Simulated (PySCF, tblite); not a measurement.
**C4H10OSSi: geometry, infrared bands and NMR shifts**

Wanted: the infrared bands and NMR shifts of C4H10OSSi (`COC[SiH]1CSC1`), by calculation.

Programs: tblite 0.8.0 and PySCF 2.14.0, with density-fitted response routines of our own. Each step states its level of theory. These are calculated values for one molecule in the gas phase, unless marked as measured. Atoms are numbered from 0 throughout.

## (1) The molecule as given

17 atoms, charge 0, multiplicity 1; geometry from: force field or distance geometry start.

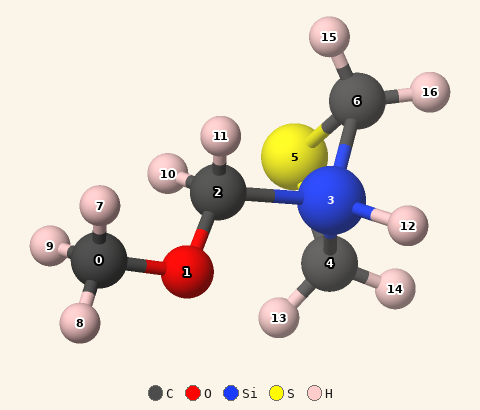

The starting geometry (carbon dark grey, oxygen red, silicon blue, sulfur yellow, hydrogen pink), atoms numbered; sticks join atoms by distance.

## (2) Relaxing the molecule with GFN2-xTB

What the job is given:

```
{"job": {"kind": "relax", "xc": "GFN2-xTB", "basis": "xTB"}, "charge": 0, "multiplicity": 1}
C      3.046500     0.129100     0.154200
O      1.780300     0.159200     0.820000
C      0.737700    -0.384200     0.019100
Si    -0.956000    -0.370900     0.780700
C     -1.768700     1.304900     0.751200
S     -2.338200     0.959700    -0.983500
C     -2.305700    -0.798900    -0.442100
H      3.322500    -0.890100    -0.096200
H      3.801800     0.540600     0.826700
H      2.993000     0.747400    -0.743500
H      0.700000     0.183100    -0.924500
H      0.985100    -1.418800    -0.233900
H     -1.057700    -1.112000     2.093700
H     -1.084100     2.157300     0.827200
H     -2.595400     1.439600     1.453100
H     -2.024900    -1.508600    -1.208500
H     -3.243200    -1.125400     0.022500
```

The run is started by

```
> OMP_NUM_THREADS=1 python probes_run.py task.json out
```

The driver reads the jobs from task.json and runs them one after another.

The log of the run:

```text
step      E/eV     max force
  0    -616.03473    2.374
  1    -616.14787    0.966
  2    -616.19132    0.529
  3    -616.22111    0.667
  4    -616.25833    0.469
  5    -616.26973    0.210
  6    -616.27600    0.175
  7    -616.28025    0.199
  8    -616.28547    0.202
  9    -616.29077    0.175
 10    -616.29511    0.163
 11    -616.29832    0.215
 12    -616.30167    0.221
 13    -616.30605    0.241
 14    -616.31171    0.256
 15    -616.31813    0.247
 16    -616.32411    0.271
 17    -616.32913    0.222
 18    -616.33348    0.203
 19    -616.33772    0.163
 20    -616.34185    0.186
 21    -616.34503    0.154
 22    -616.34729    0.101
 23    -616.34922    0.123
 24    -616.35118    0.142
 25    -616.35316    0.130
 26    -616.35480    0.101
 27    -616.35606    0.098
 28    -616.35742    0.118
 29    -616.35946    0.162
 30    -616.36269    0.174
 31    -616.36704    0.189
 32    -616.37141    0.220
 33    -616.37350    0.223
 34    -616.37918    0.148
 35    -616.38278    0.128
 36    -616.38540    0.084
 37    -616.38648    0.096
 38    -616.38730    0.084
 39    -616.38845    0.104
 40    -616.39003    0.134
 41    -616.39180    0.131
 42    -616.39338    0.094
 43    -616.39448    0.085
 44    -616.39462    0.109
 45    -616.39592    0.078
 46    -616.39647    0.067
 47    -616.39716    0.071
 48    -616.39763    0.068
 49    -616.39843    0.068
 50    -616.39915    0.063
 51    -616.39957    0.041
 52    -616.39966    0.055
 53    -616.39991    0.038
 54    -616.40005    0.033
 55    -616.40033    0.029
 56    -616.40051    0.038
 57    -616.40074    0.037
 58    -616.40089    0.036
 59    -616.40105    0.026
 60    -616.40116    0.023
 61    -616.40128    0.026
 62    -616.40137    0.023
 63    -616.40146    0.020
 64    -616.40155    0.019
 65    -616.40163    0.024
 66    -616.40169    0.015
 67    -616.40174    0.013
 68    -616.40178    0.014
 69    -616.40181    0.016
 70    -616.40184    0.016
 71    -616.40188    0.013
 72    -616.40192    0.017
 73    -616.40197    0.017
 74    -616.40202    0.019
 75    -616.40208    0.020
 76    -616.40215    0.019
 77    -616.40223    0.021
 78    -616.40231    0.023
 79    -616.40241    0.023
 80    -616.40252    0.028
 81    -616.40265    0.029
 82    -616.40277    0.024
 83    -616.40286    0.021
 84    -616.40293    0.019
 85    -616.40299    0.017
 86    -616.40307    0.021
 87    -616.40318    0.026
 88    -616.40328    0.027
 89    -616.40337    0.022
 90    -616.40342    0.018
 91    -616.40347    0.016
 92    -616.40352    0.015
 93    -616.40356    0.014
 94    -616.40359    0.012
 95    -616.40361    0.010
 96    -616.40364    0.014
 97    -616.40369    0.014
 98    -616.40372    0.012
 99    -616.40375    0.010
100    -616.40377    0.011
101    -616.40380    0.015
102    -616.40384    0.019
103    -616.40388    0.015
104    -616.40392    0.011
105    -616.40394    0.013
106    -616.40397    0.013
107    -616.40401    0.013
108    -616.40403    0.011
109    -616.40404    0.009
```

Run time: 2.3 s. Hardware: 1 thread of Intel Xeon at 2.50GHz, shared host; peak memory 0.18 GiB.

Relaxation path: (not every step is listed)

```
step  energy from step 0 (eV)  largest force (eV/Å)
   0                   0.0000                2.3744
   1                  -0.1131                0.9659
   2                  -0.1566                0.5292
   3                  -0.1864                0.6672
   4                  -0.2236                0.4688
   5                  -0.2350                0.2097
   6                  -0.2413                0.1753
   7                  -0.2455                0.1989
   8                  -0.2507                0.2025
  17                  -0.2944                0.2221
  26                  -0.3201                0.1013
  35                  -0.3481                0.1278
  44                  -0.3599                0.1085
  53                  -0.3652                0.0380
  62                  -0.3666                0.0226
  71                  -0.3672                0.0131
  80                  -0.3678                0.0285
  89                  -0.3686                0.0223
  98                  -0.3690                0.0124
 104                  -0.3692                0.0110
 105                  -0.3692                0.0129
 106                  -0.3692                0.0135
 107                  -0.3693                0.0130
 108                  -0.3693                0.0112
 109                  -0.3693                0.0088
```

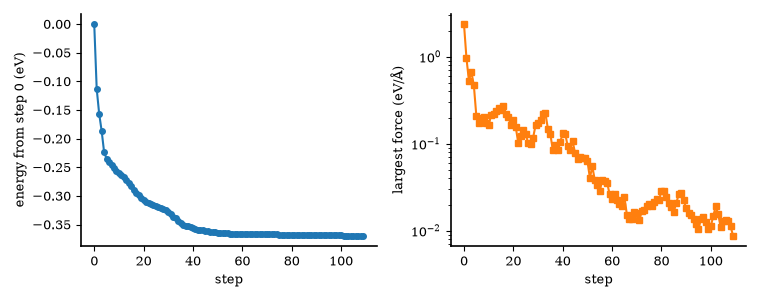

Energy and largest force along the relaxation.

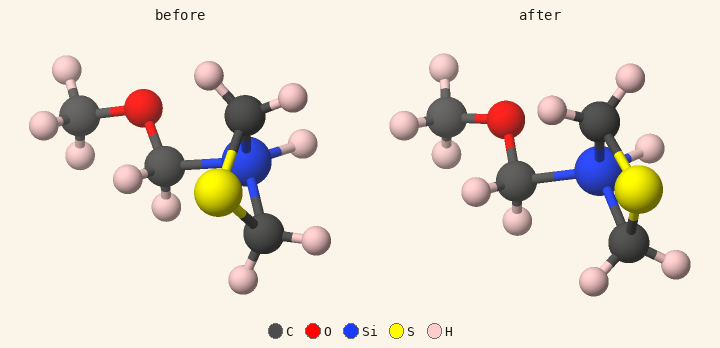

The geometry before (left) and after (right).

Distances of close pairs at the start and the end, largest changes first:

```
   bond  before (Å)  after (Å)  change (Å)
 Si3–C4       1.863      1.913      +0.050
Si3–H12       1.511      1.464      -0.047
 Si3–C6       1.871      1.916      +0.046
 C2–Si3       1.857      1.901      +0.044
  C0–O1       1.431      1.405      -0.026
  C4–S5       1.858      1.840      -0.018
  C0–H7       1.085      1.097      +0.012
 C6–H16       1.096      1.085      -0.011
```

The end geometry stands in the next job.

## (3) Infrared spectrum with GFN2-xTB

What the job is given:

```
{"job": {"kind": "ir", "xc": "GFN2-xTB", "basis": "xTB"}, "charge": 0, "multiplicity": 1}
C      3.035232     0.090517     0.363705
O      1.692321     0.097842     0.775098
C      0.808604    -0.430629    -0.191874
Si    -0.894427    -0.333389     0.647363
C     -1.727006     1.388389     0.672853
S     -3.250981     0.759498    -0.144204
C     -2.405424    -0.850208    -0.412140
H      3.380592    -0.932075     0.166085
H      3.616459     0.520875     1.176752
H      3.175303     0.689878    -0.544630
H      0.871838     0.147665    -1.123986
H      1.085639    -1.465456    -0.434395
H     -0.875407    -0.978211     1.961268
H     -1.279493     2.168381     0.061527
H     -1.970587     1.803124     1.646250
H     -2.249230    -1.007042    -1.476649
H     -3.020432    -1.657129    -0.026865
```

The log of the run:

```text
mode    cm-1     km/mol
  1      33.9      3.68
  2      47.4      2.84
  3      75.8      4.46
  4     102.2      2.02
  5     190.7      3.37
  6     211.1      7.80
  7     227.9      2.15
  8     327.6     10.70
  9     403.7      5.14
 10     554.8     59.34
 11     623.7     94.08
 12     692.4     39.56
 13     697.5      3.19
 14     702.2      5.12
 15     713.3     61.80
 16     728.1     16.59
 17     741.6     58.92
 18     802.0     54.33
 19     827.7    139.32
 20     975.3     41.31
 21     981.5      6.72
 22     994.3     26.09
 23    1103.5     75.43
 24    1112.6     11.65
 25    1120.8      3.59
 26    1132.9      0.74
 27    1153.8      7.23
 28    1192.8     26.71
 29    1292.7      3.31
 30    1404.9      2.67
 31    1436.5      1.94
 32    1442.4      1.75
 33    1468.2      5.61
 34    1481.0      8.26
 35    1491.4      1.09
 36    2269.4    274.92
 37    2850.0     67.90
 38    2883.3     41.33
 39    2895.2     53.24
 40    2918.5     57.46
 41    2994.5      2.89
 42    2995.8     24.79
 43    3017.5      8.36
 44    3022.3     10.01
 45    3027.6     22.04
```

Run time: 1.8 s. Hardware: 1 thread of Intel Xeon at 2.50GHz, shared host; peak memory 0.18 GiB.

The strongest bands and the atoms that carry them (share of the mass-weighted mode):

```
cm⁻¹  km/mol                                 atoms
 555    59.3                              H12 80 %
 624    94.1                              H12 74 %
 713    61.8           C4 40 %, Si3 16 %, H14 12 %
 742    58.9  C6 27 %, H15 15 %, C4 14 %, H13 14 %
 828   139.3  Si3 34 %, C2 19 %, H11 13 %, C4 11 %
1104    75.4             O1 54 %, C0 25 %, C2 17 %
2269   274.9                              H12 97 %
2850    67.9                    H10 52 %, H11 39 %
```

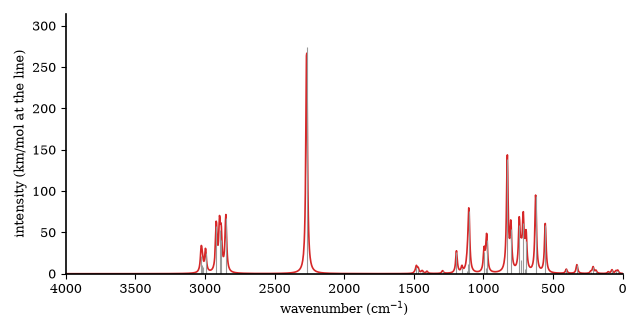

The infrared spectrum from these modes, unscaled. Lines are broadened to a width of 14 cm⁻¹ (Lorentzian).

## (4) Nuclear shieldings: PBE0/pcSseg-1

The job, as its differences from that of step 3:

```diff
@@ -1,2 +1,2 @@
-{"job": {"kind": "ir", "xc": "GFN2-xTB", "basis": "xTB"}, "charge": 0, "multiplicity": 1}
+{"job": {"kind": "nmr", "xc": "PBE0", "basis": "pcSseg-1"}, "charge": 0, "multiplicity": 1}
 C      3.035232     0.090517     0.363705
```

Method: GIAO PBE0/pcSseg-1 NMR shielding, non-relativistic, gas phase.

The log of the run:

```text
coarse grid: 14880 points
cycle   1  E = -920.6110553165  dE =  6.720e-01  |g| = 5.596e-01  |ddm| = 3.706e+00
cycle   2  E = -920.5615100798  dE =  4.955e-02  |g| = 7.750e-01  |ddm| = 1.144e+00
cycle   3  E = -920.6756619791  dE = -1.142e-01  |g| = 8.562e-02  |ddm| = 6.915e-01
cycle   4  E = -920.6769363282  dE = -1.274e-03  |g| = 2.925e-02  |ddm| = 9.580e-02
cycle   5  E = -920.6771229557  dE = -1.866e-04  |g| = 7.236e-03  |ddm| = 3.008e-02
cycle   6  E = -920.6771340580  dE = -1.110e-05  |g| = 2.951e-03  |ddm| = 9.454e-03
cycle   7  E = -920.6771362108  dE = -2.153e-06  |g| = 4.117e-04  |ddm| = 3.324e-03
final grid: 133432 points
cycle   8  E = -920.7319141742  dE = -2.331e-05  |g| = 1.245e-02  |ddm| = 2.470e-02
cycle   9  E = -920.7318847416  dE =  2.943e-05  |g| = 1.743e-02  |ddm| = 1.915e-02
cycle  10  E = -920.7319456948  dE = -6.095e-05  |g| = 1.306e-03  |ddm| = 1.198e-02
cycle  11  E = -920.7319460724  dE = -3.776e-07  |g| = 1.948e-04  |ddm| = 1.311e-03
cycle  12  E = -920.7319460802  dE = -7.717e-09  |g| = 7.282e-05  |ddm| = 2.807e-04
cycle  13  E = -920.7319460814  dE = -1.199e-09  |g| = 2.724e-05  |ddm| = 9.564e-05
cycle  14  E = -920.7319460815  dE = -1.587e-10  |g| = 4.148e-06  |ddm| = 2.425e-05
converged SCF energy = -920.7319460815

GIAO shielding tensors (ppm)
atom      isotropic    diamagn.    paramagn.     s11        s22        s33       span
  0 C      121.329     242.824    -121.495     89.824     90.391    183.773     93.949
  1 O      337.744     398.101     -60.356    321.650    332.378    359.205     37.555
  2 C      119.060     252.812    -133.752     85.131     94.023    178.027     92.895
  3 Si     348.782     878.474    -529.692    316.294    352.246    377.807     61.513
  4 C      166.058     253.798     -87.739    138.639    164.180    195.356     56.717
  5 S      538.982    1053.877    -514.895    296.371    448.104    872.471    576.100
  6 C      168.800     255.304     -86.504    140.577    167.148    198.676     58.099
  7 H       28.461      28.128       0.333     24.687     26.272     34.424      9.737
  8 H       27.819      27.815       0.004     23.775     25.159     34.524     10.749
  9 H       28.465      28.782      -0.317     24.742     26.306     34.348      9.607
 10 H       28.098      33.146      -5.048     25.125     26.925     32.245      7.120
 11 H       28.527      32.144      -3.618     25.817     27.822     31.941      6.125
 12 H       26.276      28.677      -2.401     23.315     25.457     30.056      6.741
 13 H       28.884      31.511      -2.627     25.135     26.995     34.522      9.387
 14 H       29.184      29.825      -0.642     24.595     27.419     35.536     10.941
 15 H       29.152      31.376      -2.224     25.495     27.037     34.925      9.430
 16 H       29.379      29.606      -0.227     24.799     27.302     36.035     11.236
```

It took 99 s on 1 thread of Intel Xeon at 2.50GHz, shared host; peak memory 0.76 GiB.

The references, computed at this level on geometries of the same kind, shield at (ppm): 1H TMS 31.72, 13C TMS 186.9, 29Si TMS 349.2, 17O H2O 336.1, 33S CS2 504. Their shielding less the atom's gives the shift. The references are single molecules in the gas phase, so shifts against H2O, NH3, PH3, H3PO4 or CFCl3 are not on the usual liquid scales and can be off by tens of ppm. Atoms listed in one row are averaged.

```
     atoms                                                environment  σ (ppm)  δ (ppm)  δ scaled to CDCl3
        C2                                 sp3 CH2 bonded to O and Si    119.1     67.9               64.3
        C0                                  methyl carbon bonded to O    121.3     65.6               62.1
    C4, C6                                 sp3 CH2 bonded to S and Si    167.4     19.5               12.7
       H12  hydrogen on a silicon bonded to 3 C, in a 4-membered ring    26.28     5.44                  –
H7, H8, H9                    hydrogen on a methyl carbon bonded to O    28.25     3.47               3.38
  H10, H11                  hydrogen on an sp3 CH2 bonded to O and Si    28.31     3.40               3.32
  H13, H15                  hydrogen on an sp3 CH2 bonded to S and Si    29.02     2.70               2.65
  H14, H16                  hydrogen on an sp3 CH2 bonded to S and Si    29.28     2.44               2.40
        O1                                               ether oxygen    337.7     -1.7                  –
       Si3             silicon bonded to 3 C, H, in a 4-membered ring    348.8      0.4                  –
        S5                                             sulfide sulfur      539      -35                  –
```

The scaled column applies a straight-line fit of computed shieldings to shifts measured in CDCl3, with any fitted terms for Cl, Br or S neighbours (root-mean-square error 0.16 ppm for H, 1.9 ppm for C).

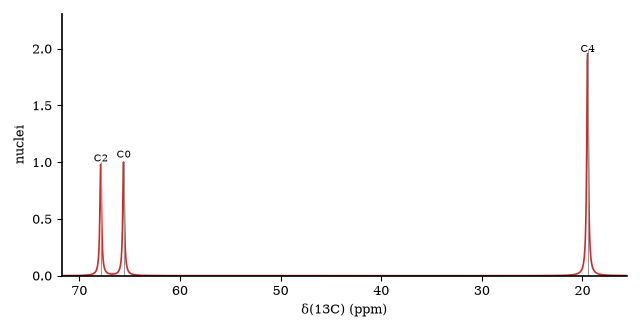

13C lines at the computed shifts, without couplings. Lines are broadened to a width of 0.19 ppm (Lorentzian).

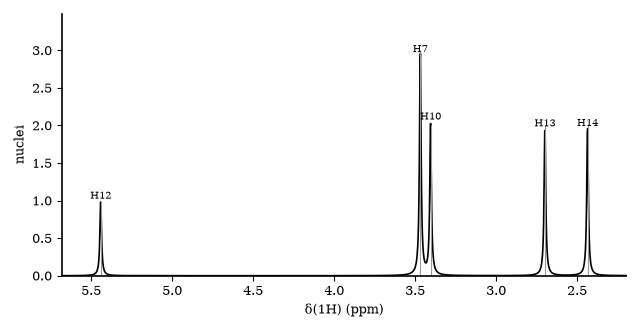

1H lines at the computed shifts, without couplings. Lines are broadened to a width of 0.01 ppm (Lorentzian).

The run also stored atomic charges by several schemes (e):

```
 atoms  Mulliken    IAO  Hirshfeld  ESP fit
    C0     -0.02  -0.20      -0.04    -0.23
    O1     -0.53  -0.39      -0.14    -0.28
    C2     -0.25  -0.34      -0.09     0.06
   Si3      0.94   0.95       0.39     0.14
C4, C6     -0.63  -0.63      -0.17    -0.13
    S5     -0.04   0.07      -0.03    -0.25
```

Mulliken charges:

C0 -0.02; O1 -0.53; C2 -0.25; Si3 0.94; C4 -0.62; S5 -0.04; C6 -0.64; H7 0.09; H8 0.12; H9 0.09; H10 0.13; H11 0.12; H12 -0.06; H13 0.17; H14 0.17; H15 0.17; H16 0.17

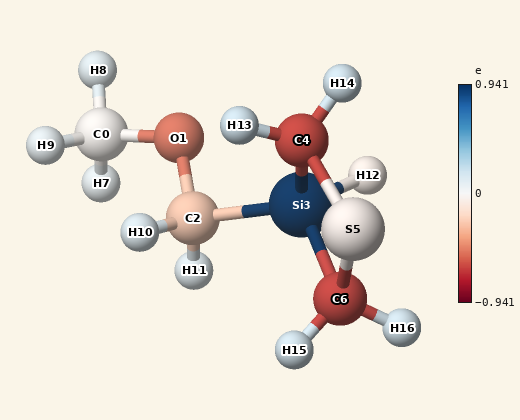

Mulliken charges, as colours on the atoms.

Mayer bond orders: C0–O1 0.93, O1–C2 0.89, C2–Si3 0.89, Si3–C4 0.88, C4–S5 0.99, S5–C6 0.99, C6–Si3 0.86.

Ring of atoms Si3, C4, S5, C6: NICS(0) -1.1, NICS(1) 0.5, NICS(1)zz 8.1 ppm (means of both faces).

Orbitals, density, ELF and potential are computed afterwards from the orbital file.

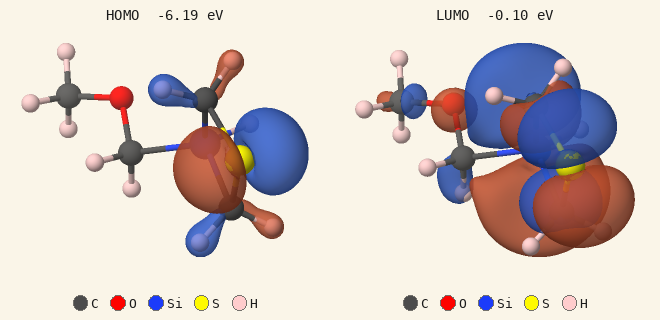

Frontier orbitals at PBE0/pcSseg-1; each surface holds 70 % of the orbital's density, blue and red mark the sign.

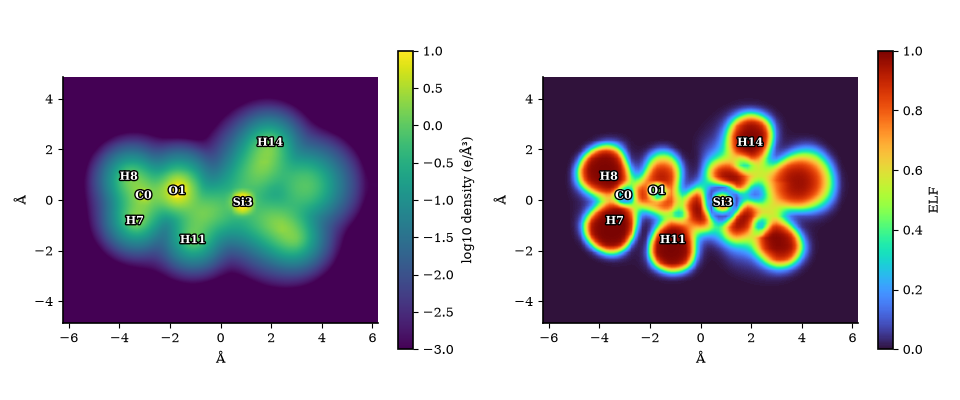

Density (left) and ELF (right) in a plane through or near 7 of the atoms.

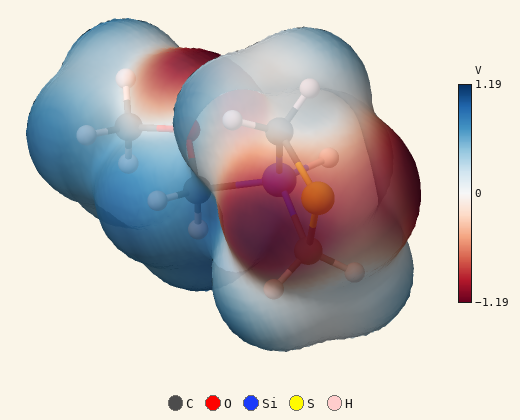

The potential that a unit positive charge feels on the 0.002 e/bohr³ surface, from -1.19 V near S5 to 1.03 V near H11.

## (5) What came out

```
                                                               quantity                             value
                              strongest single infrared mode (GFN2-xTB)             2269 cm⁻¹, 275 km/mol
                                           zero-point energy (GFN2-xTB)                     82.0 kcal/mol
13C shifts against TMS (PBE0/pcSseg-1, means over atoms taken as alike)              67.9, 65.6, 19.5 ppm
 1H shifts against TMS (PBE0/pcSseg-1, means over atoms taken as alike)  5.44, 3.47, 3.40, 2.70, 2.44 ppm
                                 17O shifts against H2O (PBE0/pcSseg-1)                          -1.7 ppm
                                29Si shifts against TMS (PBE0/pcSseg-1)                           0.4 ppm
                                 33S shifts against CS2 (PBE0/pcSseg-1)                           -35 ppm
                                  surface potential, least and greatest                -1.19 V and 1.03 V
```

In words: Relaxing lowered the energy by 0.369 eV in 109 steps; the close pair that moved most is Si3–C4, from 1.863 to 1.913 Å. All 45 modes are real, so the xTB geometry is a minimum. The strongest single mode, at 2269 cm⁻¹, moves mainly H12. Unscaled tight-binding wavenumbers are off by several per cent, some by more. Its intensities can rank the bands wrongly. C2 (sp3 CH2 bonded to O and Si) lies farthest downfield among carbon, at 67.9 ppm; pulled downfield by the heteroatom. At PBE0/pcSseg-1: Shielding is most anisotropic at S5 (span 576 ppm, paramagnetic term -515 ppm).
